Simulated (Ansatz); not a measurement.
# H₁₀Si₄: what the fields show

Input file:

```
crystal:
  periodic: [false, false, false]
  atoms:
    - { symbol: Si, position_ang: [-0.50396, 2.16252, 1.05186] }
    - { symbol: Si, position_ang: [-1.53369, 0.21816, 0.33862] }
    - { symbol: Si, position_ang: [-0.27887, -1.02165, -1.17762] }
    - { symbol: Si, position_ang: [1.84039, -1.57105, -0.43187] }
    - { symbol: H, position_ang: [-1.28314, 2.96796, 1.99405] }
    - { symbol: H, position_ang: [0.76843, 1.86723, 1.71704] }
    - { symbol: H, position_ang: [-0.18704, 3.04309, -0.07582] }
    - { symbol: H, position_ang: [-1.83185, -0.63149, 1.50492] }
    - { symbol: H, position_ang: [-2.87236, 0.52328, -0.19294] }
    - { symbol: H, position_ang: [-0.17063, -0.25407, -2.43107] }
    - { symbol: H, position_ang: [-0.99414, -2.23646, -1.60167] }
    - { symbol: H, position_ang: [2.63322, -2.37788, -1.36128] }
    - { symbol: H, position_ang: [2.62715, -0.36505, -0.15825] }
    - { symbol: H, position_ang: [1.7865, -2.32459, 0.82404] }
basis:
  gaussian:
    orbitals: "6-31G*"
hamiltonian:
  xc: pbe
output:
  orbitals: {}
  forces: true
```

Run with:

```sh
python h10si4_energy.py
```

Not at a stationary point (largest force 0.7 eV/Å).

Level of theory: Ansatz 0.2.0, SCF PBE, Gaussian basis.

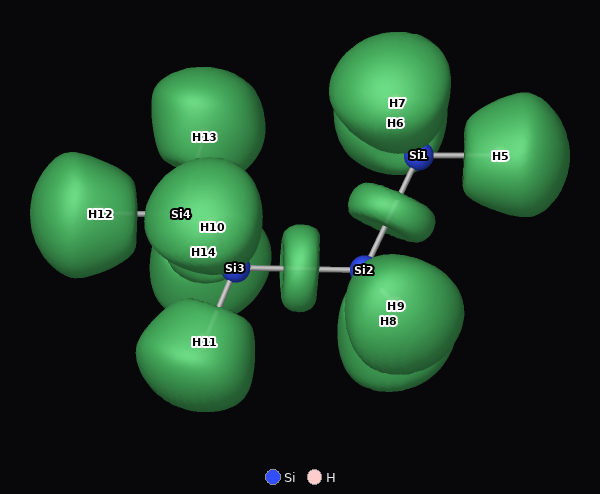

Figure 1. Isosurface of the electron localisation function at 0.8 (green), seen at an oblique angle. Core shells and regions of very low density are left out.

Q: Describe the localisation domains.

A: The ELF exceeds this value in three regions between bonded Si–Si atoms (shared pairs) and ten regions around hydrogen nuclei. Along the contacts the grid gives the following. Si–Si (2.31 Å): the ELF peaks at about 1 between the atoms: a shared electron pair. Si–H (1.46 Å): the ELF climbs to about 1 towards the hydrogen, as it does in any bond to H.

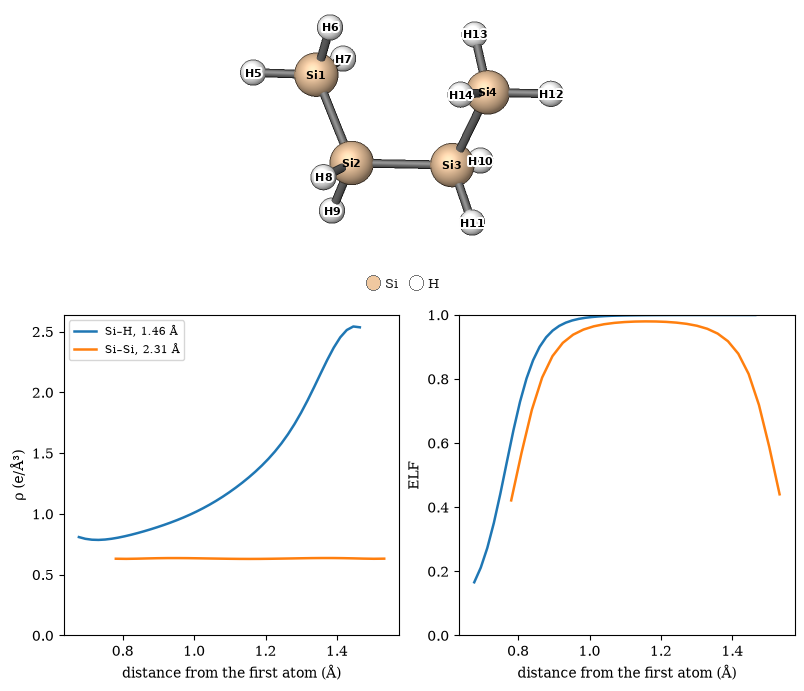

Figure 2. Electron density and ELF along straight lines between neighbouring atoms. The curves leave out the atomic cores. The structure is drawn too.

Q: What can be read from the curves?

A: Si–H (1.46 Å): ρ at the midpoint is about 0.79 e/Å³; the ELF climbs to about 1 towards the hydrogen.
Si–Si (2.31 Å): ρ is about 0.63 e/Å³ halfway; the ELF peaks at about 1 between the atoms, as expected for a shared electron pair.

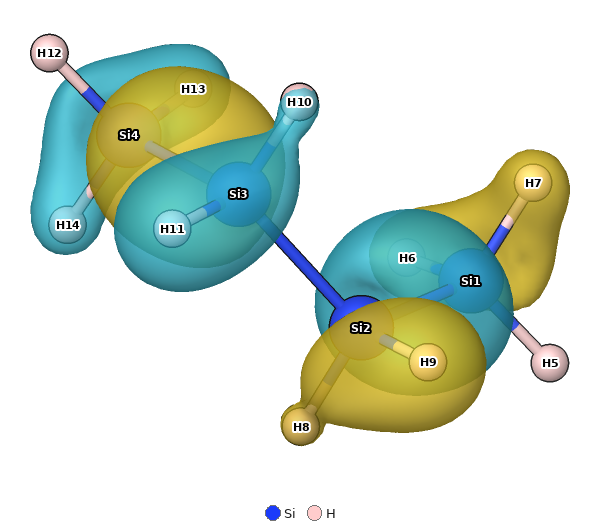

Figure 3. The HOMO−1 at ±0.1 Å⁻³ᐟ² (yellow and cyan are the two phases), seen at an oblique angle.

Q: Where does this orbital lie, and at what energy?

A: By Hirshfeld shares it lies mainly on Si2 (about 20 %), Si3 (about 20 %), Si1 (about 20 %), Si4 (about 20 %), H11 (about 5 %) and H9 (about 5 %). Its energy is −7.30 eV.
